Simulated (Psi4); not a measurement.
# C2H4B (SMILES B[C]=C): UCCSD(T)/6-31G(d) (density fitting with cc-pvtz-jkfit, spherical functions, sweep point 4)

What is the vertical doublet–quartet gap of C2H4B at UCCSD(T)/6-31G* (density fitting with cc-pvtz-jkfit, spherical functions, sweep point 4)? 

The results are computed with Psi4 1.11.

2 further runs of the same task are left out: 2 set aside as unsound or not needed.

**1. The system as given**

C2H4B: 7 atoms, total charge 0, spin state doublet. SMILES: `B[C]=C`. Geometry: relaxed at GFN2-xTB.

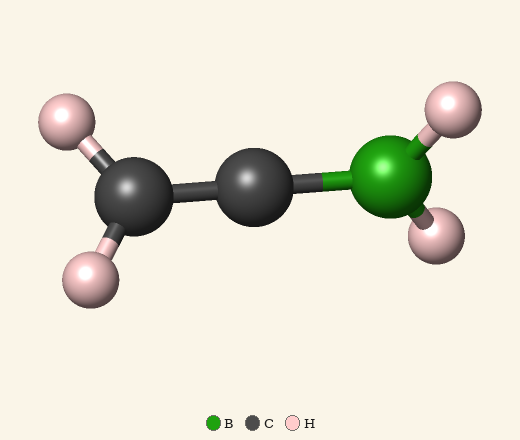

The structure, seen from a chosen angle (boron green, carbon dark grey, hydrogen pink).

**2. A single-point energy at UCCSD(T)/6-31G(d) (density fitting with cc-pvtz-jkfit, spherical functions, sweep point 4)**

input.dat reads:

```
memory 1.6 GB

molecule molecule1 {
  0 2
  B     -1.075830     0.425360    -0.773780
  C      0.057000    -0.020470     0.039540
  C      1.051750    -0.415380     0.756660
  H     -2.062370    -0.207830    -0.792290
  H     -0.989160     1.411380    -1.402080
  H      1.668510    -1.268180     0.495290
  H      1.350100     0.075110     1.676660
  symmetry c1
}

set basis 6-31G*
set reference uhf
set puream true
set scf_type df
set num_frozen_docc 3
set df_basis_scf cc-pvtz-jkfit
set maxiter 150

energy_value, wavefunction = energy('ccsd(t)', return_wfn=True)
```

Run with:

```console
$ psi4 -i input.dat -o output.dat -n 1
```

output.dat:

```text
[...]
  Running in c1 symmetry.
[...]
  Nuclear repulsion =   51.996406147714772
[...]
  Multiplicity = 2
[...]
  Nalpha       = 11
  Nbeta        = 10
[...]
    Number of basis functions: 50
[...]
   @DF-UHF iter   1:  -102.59708660101911   -9.84942e-01   4.64084e-03 ADIIS/DIIS
[...]
   @DF-UHF iter  19:  -102.66061884995889   -1.22213e-12   3.86578e-09 DIIS
[...]
   @S^2 Observed:                8.660770302E-01
[...]
    Orbital Energies [Eh]
    ---------------------
    Alpha Occupied:
       1A    -11.254935     2A    -11.229237     3A     -7.588874
       4A     -1.060016     5A     -0.828310     6A     -0.679977
       7A     -0.621206     8A     -0.556555     9A     -0.526110
      10A     -0.394744    11A     -0.365310
    Alpha Virtual:
      12A      0.128263    13A      0.185219    14A      0.272813
      15A      0.317466    16A      0.348221    17A      0.349557
      18A      0.437499    19A      0.480191    20A      0.580199
      21A      0.592521    22A      0.633607    23A      0.643357
      24A      0.818627    25A      0.840211    26A      0.893441
[...]
  @DF-UHF Final Energy:  -102.66061884995889
   => Energetics <=
    Nuclear Repulsion Energy =             51.9964061477147723
    One-Electron Energy =                -239.6450989295468617
    Two-Electron Energy =                  84.9880739318732026
    Total Energy =                       -102.6606188499588939
  UHF NO Occupations:
  HONO-2 :    9  A 1.9972179
  HONO-1 :   10  A 1.9460441
[...]
 Multipole Moments:
 ------------------------------------------------------------------------------------
     Multipole            Electronic (a.u.)      Nuclear  (a.u.)        Total (a.u.)
 ------------------------------------------------------------------------------------
 L = 1.  Multiply by 2.5417464519 to convert [e a0] to [Debye]
 Dipole X            :         -0.5509151            0.8928541            0.3419390
 Dipole Y            :          0.2223170           -0.3573804           -0.1350634
 Dipole Z            :         -0.3979492            0.6443451            0.2463959
 Magnitude           :                                                    0.4425780
[...]
      * MP2 total energy                      = -102.950779849052935
[...]
      * CCSD total energy                     = -102.994566988164351
[...]
      * CCSD(T) total energy                     = -103.006057469917423
[...]
```

It took 11 s on 1 thread of Intel Xeon Platinum 8488C (Sapphire Rapids), shared host; peak memory 0.23 GiB.

**3. The quartet**

job.dat reads:

```
memory 1.6 GB

molecule m {
  0 4
  B     -1.075830     0.425360    -0.773780
  C      0.057000    -0.020470     0.039540
  C      1.051750    -0.415380     0.756660
  H     -2.062370    -0.207830    -0.792290
  H     -0.989160     1.411380    -1.402080
  H      1.668510    -1.268180     0.495290
  H      1.350100     0.075110     1.676660
  symmetry c1
}

set {
  basis           6-31G*
  reference       uhf
  puream          true
  scf_type        df
  num_frozen_docc 3
  df_basis_scf    cc-pvtz-jkfit
  maxiter         150
}

energy('ccsd(t)')
```

Run with:

```console
$ psi4 -i job.dat -o job.out -n 1
```

job.out:

```text
[...]
  Running in c1 symmetry.
[...]
  Nuclear repulsion =   51.996406147714772
[...]
  Multiplicity = 4
[...]
  Nalpha       = 12
  Nbeta        = 9
[...]
    Number of basis functions: 50
[...]
   @DF-UHF iter   1:  -102.40051500684092   -7.88371e-01   5.31237e-03 DIIS/ADIIS
[...]
   @DF-UHF iter  16:  -102.52533701369211   -5.22959e-12   5.46204e-09 DIIS
[...]
   @S^2 Observed:                3.771547474E+00
[...]
    Orbital Energies [Eh]
    ---------------------
    Alpha Occupied:
       1A    -11.244003     2A    -11.238524     3A     -7.578714
       4A     -1.122910     5A     -0.856393     6A     -0.693578
       7A     -0.644364     8A     -0.583256     9A     -0.557407
      10A     -0.479731    11A     -0.379012    12A     -0.237858
    Alpha Virtual:
      13A      0.145543    14A      0.253222    15A      0.323166
      16A      0.337269    17A      0.350071    18A      0.425423
      19A      0.463516    20A      0.570136    21A      0.589052
      22A      0.639814    23A      0.642516    24A      0.743256
      25A      0.813387    26A      0.854781    27A      0.929801
[...]
  @DF-UHF Final Energy:  -102.52533701369211
   => Energetics <=
    Nuclear Repulsion Energy =             51.9964061477147723
    One-Electron Energy =                -239.4591303281778778
    Two-Electron Energy =                  84.9373871667710034
    Total Energy =                       -102.5253370136921092
  UHF NO Occupations:
  HONO-2 :   10  A 1.0000000
  HONO-1 :   11  A 1.0000000
[...]
 Multipole Moments:
 ------------------------------------------------------------------------------------
     Multipole            Electronic (a.u.)      Nuclear  (a.u.)        Total (a.u.)
 ------------------------------------------------------------------------------------
 L = 1.  Multiply by 2.5417464519 to convert [e a0] to [Debye]
 Dipole X            :         -0.3852242            0.8928541            0.5076299
 Dipole Y            :          0.1570283           -0.3573804           -0.2003521
 Dipole Z            :         -0.2789443            0.6443451            0.3654007
 Magnitude           :                                                    0.6567700
[...]
      * MP2 total energy                      = -102.778507145528351
[...]
      * CCSD total energy                     = -102.823205589793659
[...]
      * CCSD(T) total energy                     = -102.830844434262545
[...]
```

Wall time 10 s (1 thread of Intel Xeon Platinum 8488C (Sapphire Rapids), shared host); peak memory 0.23 GiB.

**4. Summary of results**

Level: UCCSD(T)/6-31G* (density fitting with cc-pvtz-jkfit, spherical functions, sweep point 4), 3 core orbitals frozen.

```
                                                           quantity          value
                                              doublet: total energy  -103.00606 Eh
doublet: HOMO energy (Hartree–Fock orbitals) (highest over α and β)       -9.94 eV
 doublet: LUMO energy (Hartree–Fock orbitals) (lowest over α and β)        1.34 eV
               doublet: correlation energy (3 core orbitals frozen)     -345.4 mEh
                                            doublet: (T) correction     -11.49 mEh
                         doublet: ⟨S²⟩ of the reference determinant          0.866
                                             doublet: T1 diagnostic          0.048
                                              quartet: total energy  -102.83084 Eh
quartet: HOMO energy (Hartree–Fock orbitals) (highest over α and β)       -6.47 eV
 quartet: LUMO energy (Hartree–Fock orbitals) (lowest over α and β)        0.98 eV
               quartet: correlation energy (3 core orbitals frozen)     -305.5 mEh
                                            quartet: (T) correction      -7.64 mEh
                         quartet: ⟨S²⟩ of the reference determinant          3.772
                                             quartet: T1 diagnostic          0.036
                   vertical energy of the quartet above the doublet       4.768 eV
```

What this shows: At this shape the quartet lies 4.77 eV (110 kcal/mol) above the doublet. ⟨S²⟩ (doublet) is 0.87 where a pure doublet has 0.75: the reference is spin-contaminated. The T1 diagnostic (doublet) of 0.048 is above the customary mark for such species, so a single reference may not serve. The triples (doublet) make up 3.3 % of the correlation energy. The triples (quartet) make up 2.5 % of the correlation energy.
